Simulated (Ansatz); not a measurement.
**triplet Si2H5OF: levels of theory compared**

We compute a comparison of 6 runs (UHF/3-21G, UHF/6-31G*, UB3LYP/6-31G*, UHSE06/6-31G*, UPBE-QIDH/6-31G*, UBCCD(T)/6-31G*) of triplet Si2H5OF. 

Program for the calculation: Ansatz 0.2.0.

75 further runs of the same task are left out: 75 set aside as unsound or not needed.

### 1 The structure to begin with

The species is Si2H5OF (9 atoms), meant as a triplet with charge 0. As SMILES of the parent species, `O[SiH](F)[SiH3]`. Geometry: relaxed at PBE0-D4/def2-TZVP. This is one conformer, not always the lowest. That shape belongs to the parent species and isn't relaxed for this state.

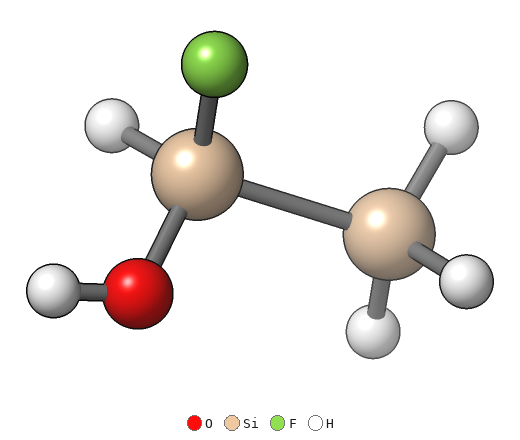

The structure, seen from a chosen angle (oxygen red, silicon light orange, fluorine green, hydrogen white).

### 2 The energy at UHF/3-21G (run 1)

The input, input.yaml:

```yaml
crystal:
  periodic: [false, false, false]
  atoms:
    - {symbol: O, position_ang: [-0.392500, -0.610800, 1.768100]}
    - {symbol: Si, position_ang: [-0.831500, -0.160600, 0.257700]}
    - {symbol: F, position_ang: [-1.775600, 1.133800, 0.319400]}
    - {symbol: Si, position_ang: [1.135000, 0.371100, -0.891700]}
    - {symbol: H, position_ang: [-1.050500, -1.005600, 2.343000]}
    - {symbol: H, position_ang: [-1.664600, -1.215400, -0.380600]}
    - {symbol: H, position_ang: [0.798700, 0.860600, -2.255200]}
    - {symbol: H, position_ang: [1.981700, -0.845200, -1.013900]}
    - {symbol: H, position_ang: [1.887800, 1.425600, -0.163800]}
basis:
  gaussian: {orbitals: 3-21G.json}
magnetization: {spin_polarized: true, initial_magnetization: 2}
hamiltonian: {xc: hf}
accuracy: high
output: {orbitals: {seedname: orbitals}}
```

The basis set 3-21G is read from a file made from the Basis Set Exchange's data (not shown).

On the command line:

```bash
ansatz run input.yaml --threads 1 --pin off --max-ram 3480MiB --events-out events.jsonl --progress --plain --runs-dir runs
```

The log of the run:

```text
Warning: RAYON_NUM_THREADS=1 ignored (pool sized by the plan → 1); use --threads N
Functional definition: HF
  name "HF"
  exchange = exact_x
  correlation = 0
1208 factors; integrals over basis functions are off by at most 7.1e-9 eV
mean field evaluation 1: about -20427.4733 eV, gradient 2.7e1 eV
mean field evaluation 2: about -20427.4835 eV, gradient 2.7e1 eV
mean field evaluation 4: about -20430.9958 eV, gradient 2.5e0 eV
mean field evaluation 8: about -20431.3694 eV, gradient 6.0e-1 eV
mean field evaluation 16: about -20431.5744 eV, gradient 1.8e-1 eV
mean field evaluation 32: about -20431.6016 eV, gradient 3.3e-2 eV
mean field evaluation 64: about -20431.6017 eV, gradient 2.2e-7 eV
mean field evaluation 96: about -20431.5235 eV, gradient 3.1e-1 eV
mean field evaluation 128: about -20431.0219 eV, gradient 7.0e-1 eV
mean field evaluation 160: about -20430.8458 eV, gradient 1.5e0 eV
mean field evaluation 192: about -20431.3914 eV, gradient 3.9e-1 eV
mean field evaluation 224: about -20431.5977 eV, gradient 1.1e-1 eV
mean field evaluation 256: about -20431.2347 eV, gradient 1.4e0 eV
mean field evaluation 288: about -20430.3012 eV, gradient 9.5e-1 eV
mean field evaluation 320: about -20431.5906 eV, gradient 1.1e-1 eV
mean field -20431.60170764 eV, -750.8475137187 hartree, gradient 6.6e-8 eV, S^2 2.009648; 3 other end points of the search recorded, 0 dependent functions left out
reference -20431.60170764 eV, -750.8475137187 hartree; 26, 24 occupied and 28, 30 virtual orbitals, 1208 factors
Total energy: -20431.60170764 eV, -750.8475137187 hartree
```

Wall time 5.1 s (1 thread of Intel Xeon 6975P-C (Granite Rapids), shared host); peak memory 0.17 GiB.

### 3 The energy at UHF/6-31G(d) (spherical functions) (run 2)

The input, run.yaml:

```yaml
basis:
  gaussian: {orbitals: 6-31G_st_-spherical.json}
crystal:
  periodic: [false, false, false]
  atoms:
    - {symbol: O, position_ang: [-0.392500, -0.610800, 1.768100]}
    - {symbol: Si, position_ang: [-0.831500, -0.160600, 0.257700]}
    - {symbol: F, position_ang: [-1.775600, 1.133800, 0.319400]}
    - {symbol: Si, position_ang: [1.135000, 0.371100, -0.891700]}
    - {symbol: H, position_ang: [-1.050500, -1.005600, 2.343000]}
    - {symbol: H, position_ang: [-1.664600, -1.215400, -0.380600]}
    - {symbol: H, position_ang: [0.798700, 0.860600, -2.255200]}
    - {symbol: H, position_ang: [1.981700, -0.845200, -1.013900]}
    - {symbol: H, position_ang: [1.887800, 1.425600, -0.163800]}
magnetization: {spin_polarized: true, initial_magnetization: 2}
hamiltonian: {xc: hf}
accuracy: high
output: {orbitals: {seedname: orbitals}}
```

The basis set 6-31G* is read from a file made from the Basis Set Exchange's data (not shown).

On the command line:

```bash
ansatz run run.yaml --threads 1 --pin off --max-ram 3480MiB --events-out events.jsonl --progress --plain --runs-dir runs
```

The log of the run, cut to the lines that bear on the results:

```text
Warning: RAYON_NUM_THREADS=1 ignored (pool sized by the plan → 1); use --threads N
Functional definition: HF
  name "HF"
[...]
1650 factors; integrals over basis functions are off by at most 5.1e-9 eV
[...]
mean field -20541.34176584 eV, -754.8803864731 hartree, gradient 6.6e-8 eV, S^2 2.010070; 3 other end points of the search recorded, 0 dependent functions left out
reference -20541.34176584 eV, -754.8803864731 hartree; 26, 24 occupied and 48, 50 virtual orbitals, 1650 factors
Total energy: -20541.34176584 eV, -754.8803864731 hartree
```

Run time: 9 s. Hardware: 1 thread of Intel Xeon 6975P-C (Granite Rapids), shared host; peak memory 0.26 GiB.

Runs 3 to 4 aren't shown in full; the table further down has their settings and results.

### 4 A single-point energy at UPBE-QIDH/6-31G(d) (spherical functions) (run 5)

The input, job.yaml:

```yaml
crystal:
  periodic: [false, false, false]
  atoms:
    - {symbol: O, position_ang: [-0.392500, -0.610800, 1.768100]}
    - {symbol: Si, position_ang: [-0.831500, -0.160600, 0.257700]}
    - {symbol: F, position_ang: [-1.775600, 1.133800, 0.319400]}
    - {symbol: Si, position_ang: [1.135000, 0.371100, -0.891700]}
    - {symbol: H, position_ang: [-1.050500, -1.005600, 2.343000]}
    - {symbol: H, position_ang: [-1.664600, -1.215400, -0.380600]}
    - {symbol: H, position_ang: [0.798700, 0.860600, -2.255200]}
    - {symbol: H, position_ang: [1.981700, -0.845200, -1.013900]}
    - {symbol: H, position_ang: [1.887800, 1.425600, -0.163800]}
basis:
  gaussian:
    orbitals: 6-31G_st_-spherical.json
magnetization:
  spin_polarized: true
  initial_magnetization: 2
hamiltonian:
  xc: {name: PBE-QIDH}
correlation:
  frozen_orbitals: {F: 1, H: 0, O: 1, Si: 5}
accuracy: high
output:
  orbitals: {seedname: orbitals}
```

The basis set 6-31G* is read from a file made from the Basis Set Exchange's data (not shown).

On the command line:

```bash
ansatz run job.yaml --threads 1 --pin off --max-ram 3480MiB --events-out events.jsonl --progress --plain --runs-dir runs
```

The log of the run, cut to the lines that bear on the results:

```text
Warning: RAYON_NUM_THREADS=1 ignored (pool sized by the plan → 1); use --threads N
Functional definition: PBE-QIDH
  name "PBE-QIDH"
[...]
1650 factors; integrals over basis functions are off by at most 5.1e-9 eV
[...]
mean field -20570.92377890 eV, -755.9675054017 hartree, gradient 5.3e-8 eV, S^2 2.007606; 4 other end points of the search recorded, 0 dependent functions left out
12 core orbitals not correlated: weight in the atoms' cores, before any rotation towards them, 1.000 or more for the frozen orbitals, at most 0.000 for the correlated occupied ones
reference -20570.92378034 eV, -755.9675054546 hartree; 14, 12 occupied and 48, 50 virtual orbitals, 1650 factors
second order -15.66798204 eV of doubles, -0.00000000 eV of singles
Total energy: -20576.14644102 eV, -756.1594346945 hartree
```

Run time: 24 s. Hardware: 1 thread of Intel Xeon 6975P-C (Granite Rapids), shared host; peak memory 0.4 GiB.

### 5 The energy at UBCCD(T)/6-31G(d) (spherical functions) (run 6)

The input, in.yaml:

```yaml
crystal:
  periodic: [false, false, false]
  atoms:
    - {symbol: O, position_ang: [-0.392500, -0.610800, 1.768100]}
    - {symbol: Si, position_ang: [-0.831500, -0.160600, 0.257700]}
    - {symbol: F, position_ang: [-1.775600, 1.133800, 0.319400]}
    - {symbol: Si, position_ang: [1.135000, 0.371100, -0.891700]}
    - {symbol: H, position_ang: [-1.050500, -1.005600, 2.343000]}
    - {symbol: H, position_ang: [-1.664600, -1.215400, -0.380600]}
    - {symbol: H, position_ang: [0.798700, 0.860600, -2.255200]}
    - {symbol: H, position_ang: [1.981700, -0.845200, -1.013900]}
    - {symbol: H, position_ang: [1.887800, 1.425600, -0.163800]}
basis:
  gaussian:
    orbitals: 6-31G_st_-spherical.json
magnetization:
  spin_polarized: true
  initial_magnetization: 2
correlation:
  method: bccd_t
  frozen_orbitals: {F: 1, H: 0, O: 1, Si: 5}
accuracy: high
scf:
  omitted_lower_state_checks: [cluster_reference, increment]
```

The basis set 6-31G* is read from a file made from the Basis Set Exchange's data (not shown).

On the command line:

```bash
ansatz run in.yaml --threads 1 --pin off --max-ram 3480MiB --events-out events.jsonl --progress --plain --runs-dir runs
```

The log of the run:

```text
Warning: RAYON_NUM_THREADS=1 ignored (pool sized by the plan → 1); use --threads N
[... 16 lines left out ...]
12 core orbitals not correlated: weight in the atoms' cores, before any rotation towards them, 1.000 or more for the frozen orbitals, at most 0.000 for the correlated occupied ones
[... 55 lines left out ...]
Total energy: -20556.41060244 eV, -755.4341560042 hartree
Checks for a lower state left out: cluster_reference, increment
```

Wall time 60 s (1 thread of Intel Xeon 6975P-C (Granite Rapids), shared host); peak memory 0.76 GiB.

### 6 Overview of the runs

```tsv
run	level	frozen core orbitals	energy (Eh)	HOMO energy (eV)	⟨S²⟩	wall time
1	UHF/3-21G	–	-750.847514	-3.25	2.010	5.1 s
2	UHF/6-31G* (spherical functions)	–	-754.880386	-3.68	2.010	9 s
3	UB3LYP/6-31G* (spherical functions)	–	-756.904993	-1.82	2.003	24 s
4	UHSE06/6-31G* (spherical functions)	–	-756.422198	-1.68	2.004	27 s
5	UPBE-QIDH/6-31G* (spherical functions)	12	-756.159435	-3.19	2.008	24 s
6	UBCCD(T)/6-31G* (spherical functions)	12	-755.434156	–	2.010	60 s
```

### 7 Outcome

| quantity | value |
| --- | --- |
| run 6: total energy | -755.43416 Eh |
| run 6: correlation energy (12 core orbitals frozen) | -553.8 mEh |
| run 6: (T) correction | -14.19 mEh |
| run 6: ⟨S²⟩ of the reference determinant | 2.010 |

Totals of different functionals can't be ranked against each other. All runs together took 2.5 min, the longest 60 s.
